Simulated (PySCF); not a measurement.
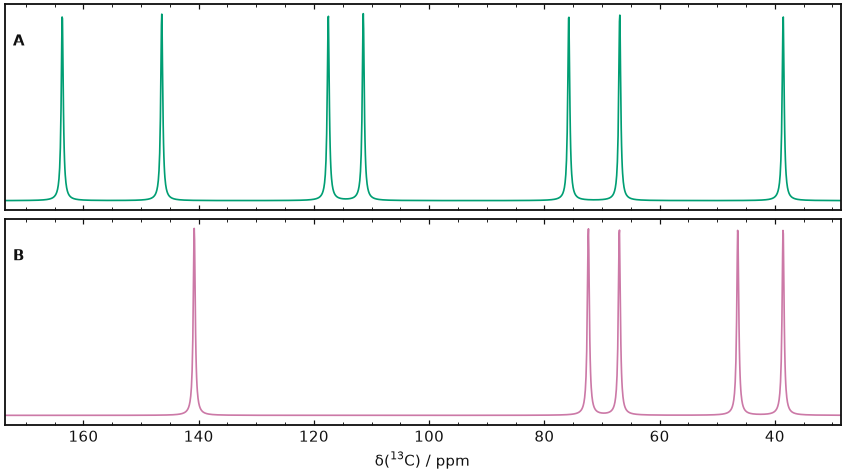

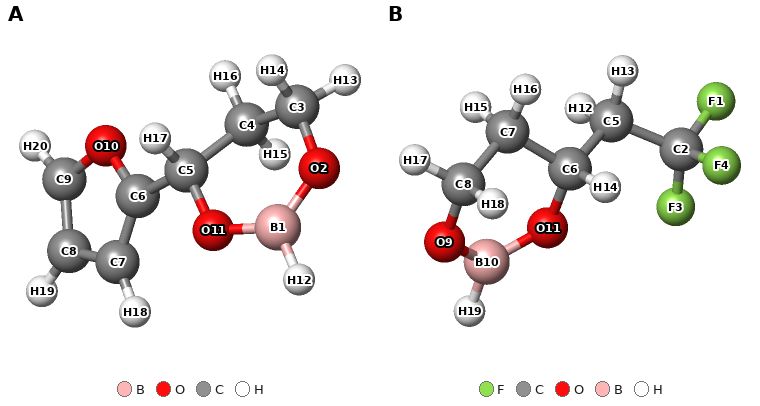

Related molecules: A is C₇H₉BO₃, SMILES B1OCC[C@@H](c2ccco2)O1; B is C₅H₈BF₃O₂, SMILES FC(F)(F)C[C@H]1CCOBO1. GIAO ¹³C shifts against TMS, PBE/pcSseg-2, PySCF, at a PBE0-D3(BJ)/def2-SVP geometry (no frequency check); fully decoupled, line heights follow the number of nuclei within a panel, widths are arbitrary (no quadrupolar broadening); values of one conformer, averaged over methyl-type rotors and exact or near symmetry; other conformers aren't averaged in.

Question: Assign the ¹³C signals of each molecule.

Answer: A: 163.7 (C6); 146.4 (C9); 117.5 (C8); 111.4 (C7); 75.8 (C5); 66.9 (C3); 38.6 (C4)
B: 140.8 (C2); 72.4 (C6); 67.0 (C8); 46.4 (C5); 38.6 (C7)
